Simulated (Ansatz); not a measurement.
**CHCuN (charge +1): density, localisation and related maps**

Input

```
crystal:
  periodic: [false, false, false]
  atoms:
    - {symbol: Cu, position_ang: [-1.635869, 1.481905, -0.415452]}
    - {symbol: C, position_ang: [0.560729, -0.507943, 0.142410]}
    - {symbol: N, position_ang: [-0.269139, 0.243828, -0.068340]}
    - {symbol: H, position_ang: [1.344279, -1.217791, 0.341382]}
basis:
  gaussian: {orbitals: "def2-TZVPPD.json"}
total_charge: 1
hamiltonian: {xc: pbe0, dispersion: d4}
output: {orbitals: {seedname: orbitals}}
```

Launched as:

```sh
ansatz run in.yaml --threads 2 --pin off --events-out ev --progress --plain --max-ram 5222MiB
```

Geometry: PBE0-D4/def2-TZVP.

These are results of Ansatz 0.2.0, RKS PBE0-D4/def2-TZVPPD, not measurements.

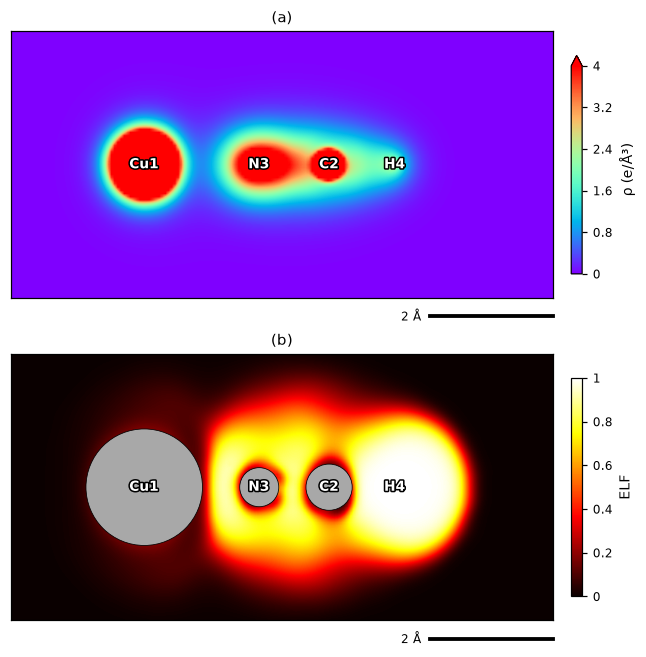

Figure 1. (a) electron density; (b) ELF on a plane that holds the molecular axis. Grey discs cover the atomic cores in the ELF map.

### Interpret the plot.

Atoms in the plane: Cu, C, N and H.
C–N (1.14 Å): ρ is about 3.7 e/Å³ halfway; the ELF peaks at about 0.85 between the atoms; a short, multiple covalent bond.
Cu–N (1.88 Å): ρ is about 0.75 e/Å³ halfway; the ELF peaks at about 0.90 in the valence shell of N, 0.6 Å from its nucleus, and is about 0.20 at the midpoint.
C–H (1.08 Å): ρ is about 2.2 e/Å³ halfway; the ELF climbs to about 1 towards the hydrogen, as it does in any bond to H; an ordinary covalent bond to hydrogen.

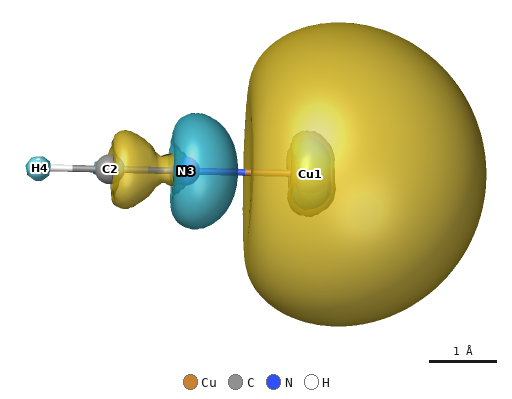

Figure 2. One frontier orbital at ±0.06 Å⁻³ᐟ² (yellow and cyan are the two phases), seen from one side.

### Which orbital is it: HOMO or LUMO?

The LUMO, at −7.70 eV. Its weight (Hirshfeld) is mainly on Cu1 (about 95 %); it is of σ type.

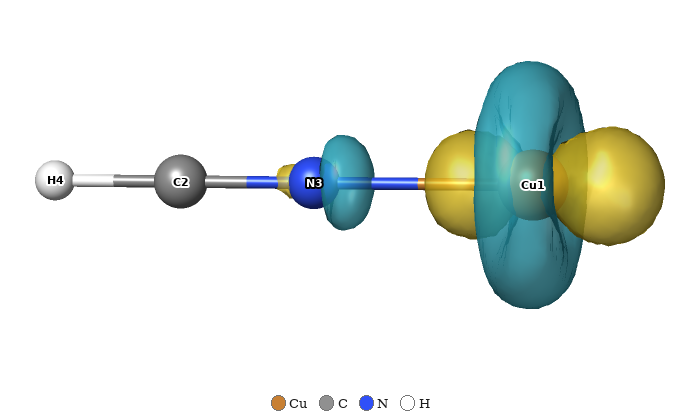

Figure 3. The HOMO at ±0.2 Å⁻³ᐟ² (yellow and cyan are the two phases), seen from one side.

### Where does this orbital lie, and at what energy?

By Hirshfeld shares it lies mainly on Cu1 (about 95 %); it is of σ type. Its energy is −13.83 eV.
